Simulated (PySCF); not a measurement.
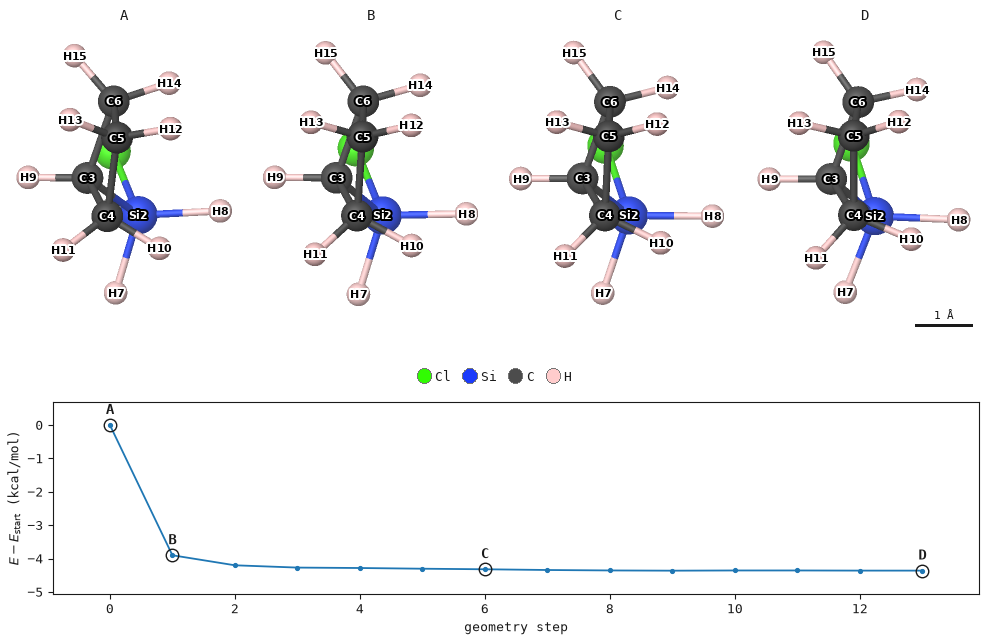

Frames of a relaxation of C$_{4}$H$_{9}$ClSi, marked on the history of the run. A ball-and-stick model, seen from a free direction.

The start comes from GFN2-xTB. Its atoms were then displaced at random by about 0.01 Å.

The calculation used PySCF 2.14.0, density-fitted response routines, PBE0-D3(BJ)/def2-SVP geometry optimisation, gas phase. 

> What happens along the run?

An H atom moves most after the best rigid fit: 0.32 Å. By element the largest moves are H 0.32 Å, Cl 0.14 Å, C 0.12 Å, Si 0.08 Å. Some distances before and after: Cl–Si 2.011 → 2.077 Å, C–Si 1.912 → 1.868 Å, C–C 1.511 → 1.553 Å, H–Si 1.460 → 1.493 Å. Bond angles that change, for instance: C–C–H 112.8° → 118.2°, C–C–H 116.4° → 112.1°, C–C–H 115.1° → 111.3°. Over 13 geometry steps the energy falls by 4.36 kcal/mol. Cost: 81 s on 1 thread of AMD EPYC 9R14, with other jobs on the host. From step 0 to 1: an H atom moves most (0.18 Å), energy −3.90 kcal/mol. From step 1 to 6: the Cl atom moves most (0.10 Å), energy −0.42 kcal/mol. From step 6 to 13: an H atom moves most (0.12 Å), energy −0.04 kcal/mol.

```tsv
step	E − E(0), kcal/mol
0	0.00
1	-3.90
2	-4.20
3	-4.27
4	-4.28
5	-4.30
6	-4.32
7	-4.34
8	-4.35
9	-4.36
10	-4.36
11	-4.36
12	-4.36
13	-4.36
```
